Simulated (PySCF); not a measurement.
**C$_{3}$H$_{6}$NSi, doublet, SMILES `[C]1=NC[SiH2]C1`: what the electrons do**

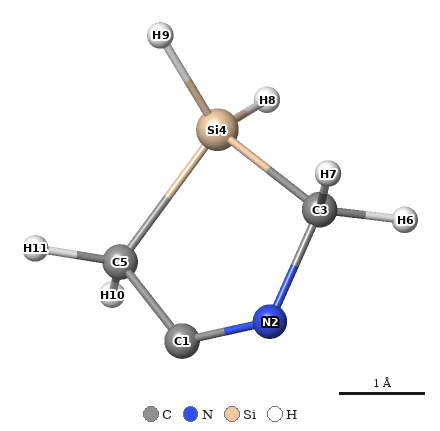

The molecule, with its atoms numbered as below. No frequency check shows the geometry to be a minimum.

Cartesian coordinates (Å):

```
C1       1.2575   -0.8255    0.0000
N2       1.5121    0.3702    0.0007
C3       0.3932    1.3118   -0.0001
Si4     -1.1838    0.1893    0.0003
C5      -0.0819   -1.4267   -0.0013
H6       0.4938    1.9533   -0.8795
H7       0.4939    1.9554    0.8746
H8      -1.9827    0.3010   -1.2191
H9      -1.9825    0.3040    1.2185
H10     -0.2236   -2.0573   -0.8751
H11     -0.2235   -2.0552    0.8800
```

Part 1: Bonding charge

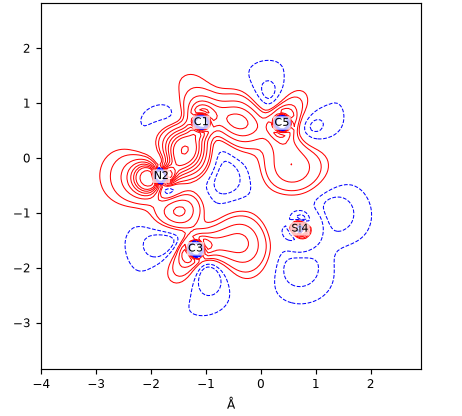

Deformation density (molecule less spherical, spin-averaged free atoms) in the plane of C1, N2, C3, Si4 and C5; contours at ±0.05 to ±0.8 e/Å³; solid red lines: gain, dashed blue lines: loss.

Computed with PySCF, PBE0/6-31G*, geometry: GFN2-xTB. The stability of the open-shell solution wasn't checked. GFN2-xTB doesn't know the spin state, so this open-shell geometry is rough.

Question: How much density has each bond in this plane gained at its critical point, relative to the free atoms?

Answer: C1–N2: +0.71 e/Å³ at the bond critical point (bond length 1.22 Å, Mayer order 2.1). C1–C5: +0.43 e/Å³ at the bond critical point (bond length 1.47 Å, Mayer order 1.0). N2–C3: +0.26 e/Å³ at the bond critical point (bond length 1.46 Å, Mayer order 0.9). C3–Si4: +0.15 e/Å³ at the bond critical point (bond length 1.94 Å, Mayer order 0.9). Si4–C5: +0.12 e/Å³ at the bond critical point (bond length 1.96 Å, Mayer order 0.9). In all, 2.4 electrons gather in the regions of gain relative to the promolecule. A small or negative value marks a very polar bond, one between electron-rich atoms, whose free-atom densities already overlap strongly, a long bond to a heavier atom, or a closed-shell contact such as a hydrogen bond.

Question: Where do the Hirshfeld charges lie?

Answer: The highest Hirshfeld charge is on Si4 (+0.31 e), the lowest on N2 (−0.17 e).

```json
{"atom": "C1", "charge (e)": "+0.03"}
{"atom": "N2", "charge (e)": "−0.17"}
{"atom": "C3", "charge (e)": "−0.09"}
{"atom": "Si4", "charge (e)": "+0.31"}
{"atom": "C5", "charge (e)": "−0.14"}
{"atom": "H6", "charge (e)": "+0.05"}
{"atom": "H7", "charge (e)": "+0.05"}
{"atom": "H8", "charge (e)": "−0.07"}
{"atom": "H9", "charge (e)": "−0.07"}
{"atom": "H10", "charge (e)": "+0.06"}
{"atom": "H11", "charge (e)": "+0.06"}
```

Part 2: Electrostatic potential

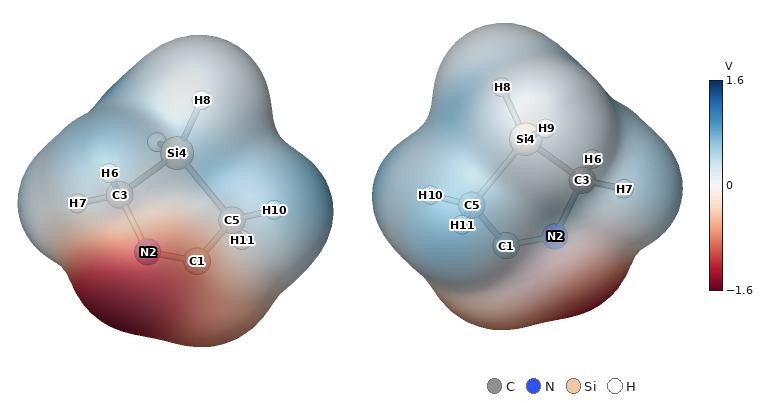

Electrostatic potential on the surface of electron density 0.001 a.u. (back view left, front view right).

Question: Where are the extremes of the potential on the surface?

Answer: Highest: 0.82 V, near Si4 (2.11 Å), H8 (2.20 Å) and H9 (2.21 Å). Further maxima include 0.72 V, about equally far (2.1 Å) from Si4, H8 and H9; 0.69 V, over the middle of C1, C3, Si4 and C5, about 2.1 Å from them. Lowest: −1.59 V, 1.9 Å from N2. Further minima include 0.14 V, 1.5 Å from H8, and at like points elsewhere; 0.38 V, near H10 (1.80 Å), H11 (1.82 Å) and C5 (1.96 Å). The surface is sampled at points, so like sites can differ by a few per cent and only the strongest of them is named.

Part 3: Spin density

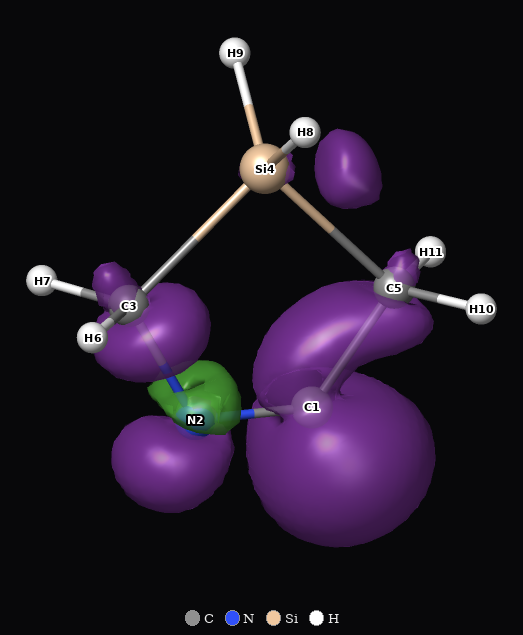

Spin density ρα − ρβ at ±0.03 e/Å³ (purple: excess α, green: excess β).

Question: How is the spin shared among the atoms?

Answer: Hirshfeld spin populations: C1 +0.64, N2 +0.10, Si4 +0.09, C5 +0.08 and C3 +0.07. ⟨S²⟩ = 0.76, against 0.75 for a pure state. The picture also shows regions of β spin from spin polarisation; the Hirshfeld sums, whose atoms overlap, net them against the α spin of neighbours.

Part 4: In an electric field

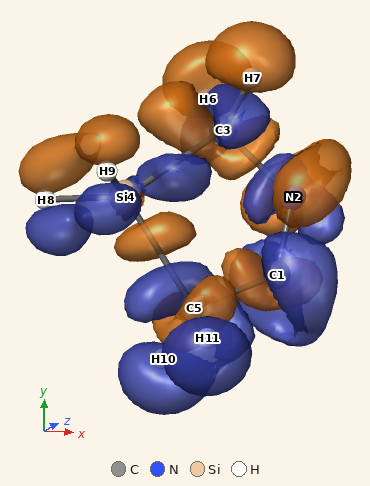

Change of the electron density in a uniform field of 0.41 V/Å, surfaces at ±0.004 e/Å³ (orange: gain, blue: loss).

Computed with PySCF, HF/def2-SVPD, geometry: GFN2-xTB. The stability of the open-shell solution wasn't checked. GFN2-xTB doesn't know the spin state, so this open-shell geometry is rough.

Question: Along which Cartesian direction does the field point?

Answer: Along −y: electrons gather on the +y side, against the field.

Question: What dipole is induced, and what polarisability does it imply?

Answer: The induced dipole is 1.39 D (along the field); α along this axis, from the fields in both directions, is 69 bohr³ (10.2 Å³).

Question: Which atoms gain and lose the most charge?

Answer: Electrons gather most on N2 (Hirshfeld charge changes by −0.016 e) and leave C1 most (+0.026 e); 0.135 electrons are displaced in all.

Part 5: Removing or adding an electron

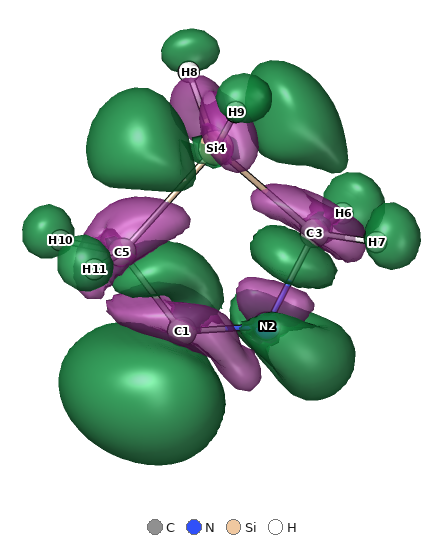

Fukui function f⁺ = ρ(N+1) − ρ(N) at fixed geometry, surfaces at ±0.015 e/Å³ (green positive, purple negative).

PySCF calculation, ωB97X/def2-SVPD, gas phase; geometry: GFN2-xTB. GFN2-xTB doesn't know the spin state, so this open-shell geometry is rough.

Question: On which atoms does the density change most on addition of an electron?

Answer: f⁺ (Hirshfeld-condensed) is largest on C1 (0.34); the vertical electron affinity is 0.21 eV (to the singlet anion, which needn't be its lowest state). Condensed values hint at sites of nucleophilic attack but needn't mark the atom that reacts. Orbital relaxation makes it negative in places (0.22 e in all).
